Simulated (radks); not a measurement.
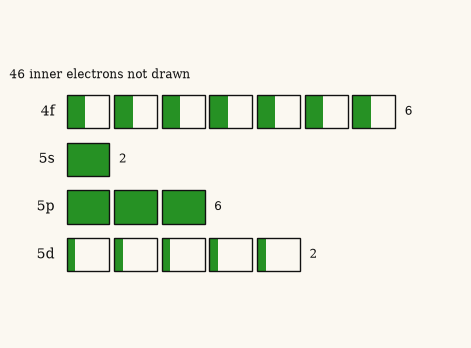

Fig. 1: The outer shells as the input fills them: a box for each of the 2l + 1 orbitals, shaded by the share of the shell that is filled, with the electron count at the right.

## Gd²⁺: atomic calculation

System: the gadolinium ion Gd²⁺ in the configuration [Xe] 4f6 5d2.
Method: scalar-relativistic Kohn-Sham, r2SCAN, spin-unpolarised, spherical densities, finite nucleus (the in-house radial solver radks).

**Summary**

- outcome: converged
- total energy: −11270.3698 hartree
- kinetic energy: 12101.2335 hartree
- electron–nucleus energy: −27442.6559 hartree
- Hartree energy: 4319.2672 hartree
- exchange–correlation energy: −248.214579 hartree
- radius at density 0.001 e/bohr³: 3.82 bohr
- SCF iterations: 12
- hardware: 1 CPU thread, shared host

**Input**
```
Z 64
configuration [Xe] 4f6 5d2
relativity scalar-relativistic
functional r2scan,r2scan
spin unpolarised
nucleus finite rms 5.1569 fm
c 137.035999084
```

Energies in input and log are in hartree, lengths in bohr (the nuclear radius in fm).

**Output**
```
1s      1   2.0000       -1844.54821702
2s      1   2.0000        -306.04268835
2p      1   6.0000        -272.31327374
3s      1   2.0000         -68.81591793
3p      1   6.0000         -58.31231480
3d      1  10.0000         -44.44287922
4s      1   2.0000         -14.66115022
4p      1   6.0000         -11.17222745
4d      1  10.0000          -6.32442331
4f      1   6.0000          -1.06668067
5s      1   2.0000          -2.52303451
5p      1   6.0000          -1.64983473
5d      1   2.0000          -0.60452941
Etot -11270.369842688677
Ekin 12101.23349441513
Encl -27442.65593065179
Eh 4319.267172113064
Exc -248.2145785650835
err 1.4544739580062964e-06
it 12
```

**Orbitals**

```tsv
orbital	occupation	energy (eV)	⟨r⟩ (bohr)	outer maximum (bohr)
1s	2	−50192.7	0.02191	0.0139
2s	2	−8327.8	0.09326	0.0790
2p	6	−7410.0	0.08238	0.0640
3s	2	−1872.6	0.2440	0.224
3p	6	−1586.8	0.2427	0.220
3d	10	−1209.4	0.2212	0.180
4s	2	−398.950	0.5520	0.515
4p	6	−304.012	0.5835	0.537
4d	10	−172.096	0.6326	0.558
5s	2	−68.655	1.316	1.19
5p	6	−44.894	1.515	1.33
4f	6	−29.026	0.8141	0.560
5d	2	−16.450	2.216	1.78
```

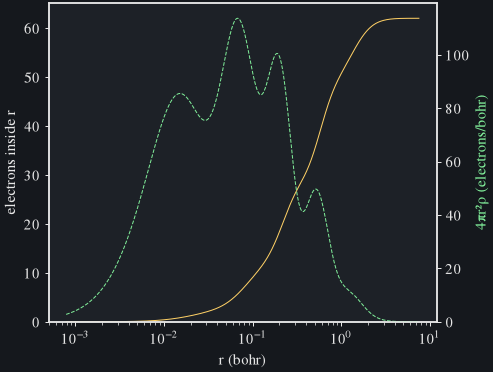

Fig. 2: The number of electrons inside radius r (solid) and the radial density 4πr²ρ (dashed). The count levels off at 62 electrons. Half of them lie within 0.411 bohr, 90 % within 1.43 bohr and 99 % within 2.77 bohr. The radial density has minima at 0.0289, 0.124 and 0.371 bohr, where the count stands at 1.9, 11.2 and 29.3; these part the shells that the density resolves.

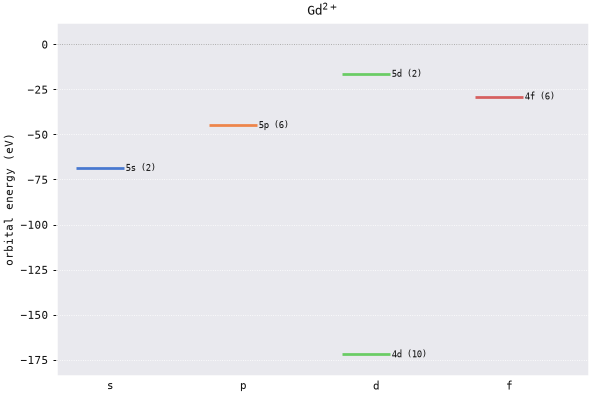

Fig. 3: The outer levels are drawn (occupations in brackets). The highest occupied level is 5d at −16.5 eV. The highest 3 occupied levels, from the top down, are 5d (−16.5 eV), 4f (−29.0 eV), 5p (−44.9 eV).

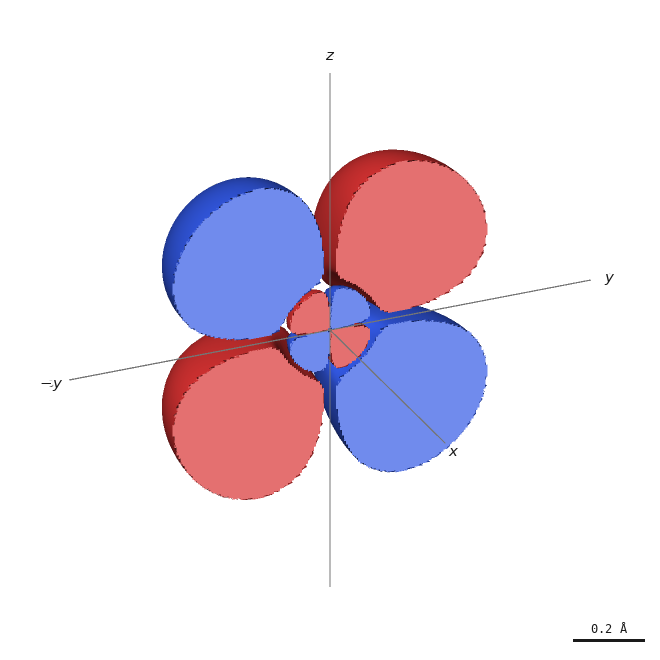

Fig. 4: The 4d(yz) orbital. The radial function comes from the spherical calculation and is multiplied by a real spherical harmonic; the overall sign is chosen so that the largest lobe of P(r) is positive; at the scalar-relativistic level it is the large component. The surface of constant |ψ| that holds about 90 % of the electron is drawn, red where ψ is positive and blue where it is negative, with the half in front of the yz plane cut away and the cut face painted. It has the nodal planes xy and xz and 1 radial node, at r = 0.267 bohr. The outermost maximum of P² lies at 0.558 bohr, ⟨r⟩ = 0.633 bohr, 90 % of the charge lies within 0.948 bohr, and the eigenvalue is −172.1 eV, with 10 electrons in the shell.

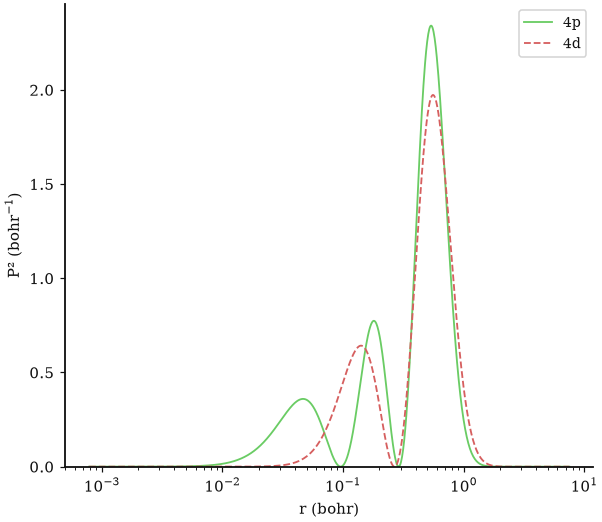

Fig. 5: The radial probability densities P² of 4p and 4d. 4p: outer maximum at 0.537 bohr, ⟨r⟩ = 0.584 bohr, 2 nodes, eigenvalue −304.0 eV; 4d: outer maximum at 0.558 bohr, ⟨r⟩ = 0.633 bohr, 1 node, eigenvalue −172.1 eV.
